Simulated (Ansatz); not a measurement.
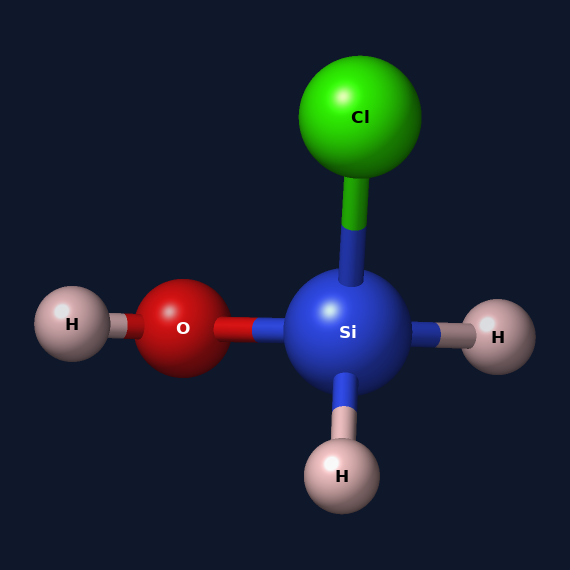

A ball-and-stick model of a molecule.

Describe the molecule.

Formula ClH3OSi. This geometry has C1 symmetry. Coordination: 1 Si tetrahedral; 1 O bent.

The parts below concern this one geometry. Atoms keep their numbers from picture to picture. The geometry was computed by an optimisation with PBE0-D4/def2-TZVP.

Geometry

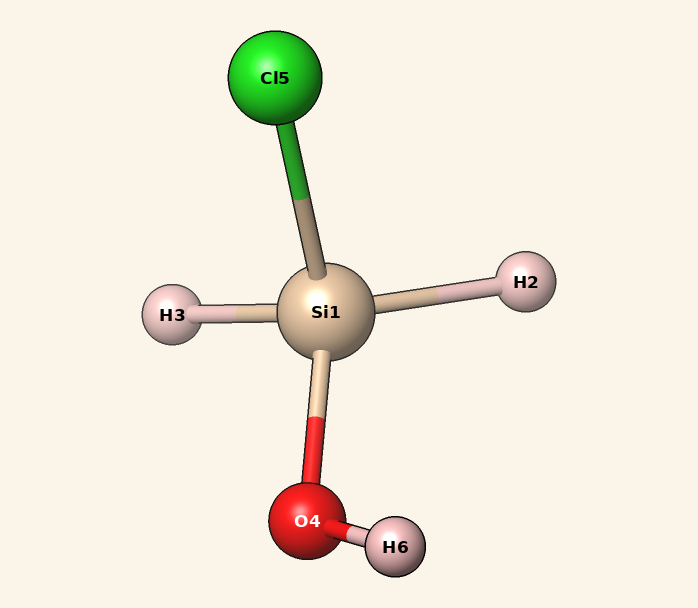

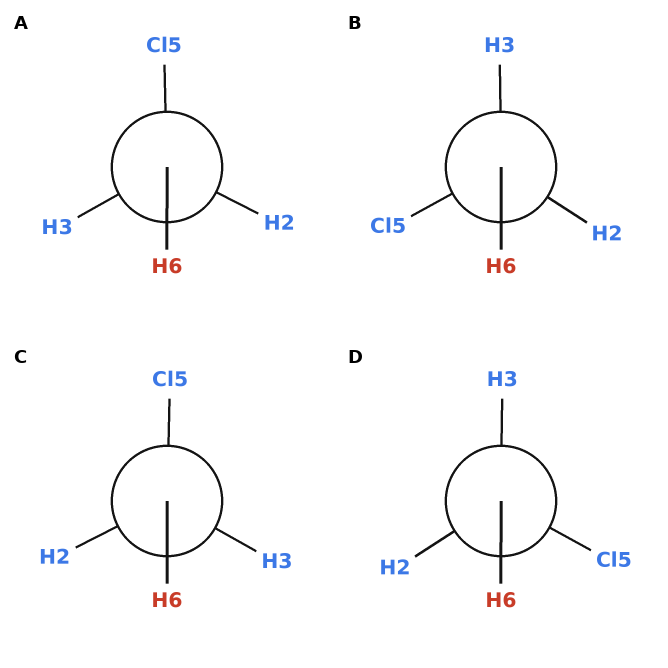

Distant atoms are faded towards the background colour. Bonds that would overlap in a projection are set slightly apart.

Which Newman projection shows the view along O4–Si1, with O4 in front?

D. The torsion angle H6–O4–Si1–Cl5 is −61°, synclinal (gauche).

Electronic properties

Properties computed with RKS PBE0-D4/def2-TZVPP (Ansatz 0.2.0).

What does the calculation give?

- HOMO energy (Kohn–Sham orbital): −8.88 eV
- LUMO energy (Kohn–Sham orbital): 0.17 eV
- HOMO–LUMO gap: 9.05 eV

Dipole moment

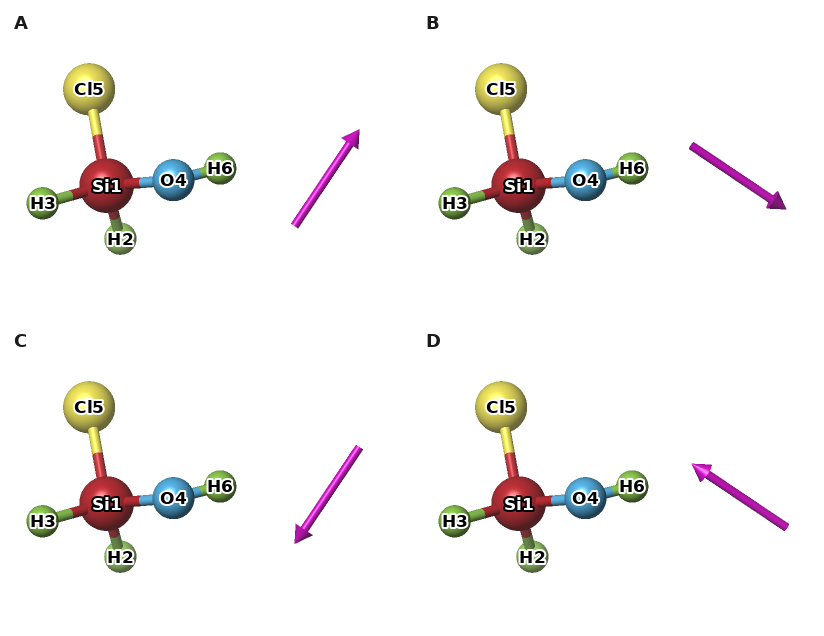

The same molecule four times, each with an arrow. Properties computed with RKS PBE0-D4/def2-TZVP (Ansatz 0.2.0).

Which arrow points along the dipole moment, from the negative to the positive end?

B. The dipole moment is 1.46 D; it points from the side of H3, Cl5 to the side of H6 (the outermost atoms at the two ends).

Charges

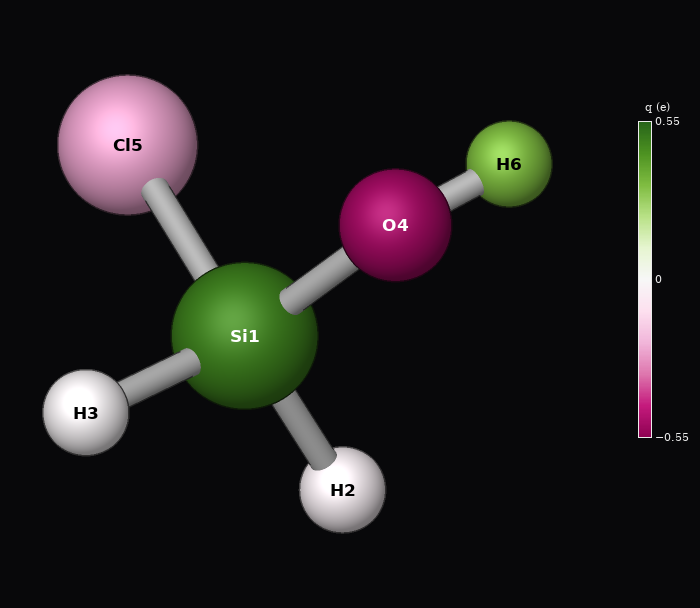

Atoms are coloured by their Mulliken charges. Level of theory: RKS PBE0-D4/def2-TZVP (Ansatz 0.2.0).

Give the Mulliken charges atom by atom.

```json
{"atom": "Si1", "value (e)": "0.48"}
{"atom": "H2", "value (e)": "−0.03"}
{"atom": "H3", "value (e)": "−0.02"}
{"atom": "O4", "value (e)": "−0.51"}
{"atom": "Cl5", "value (e)": "−0.25"}
{"atom": "H6", "value (e)": "0.33"}
```

Mulliken values depend strongly on the basis set and can even reverse the polarity of a bond.
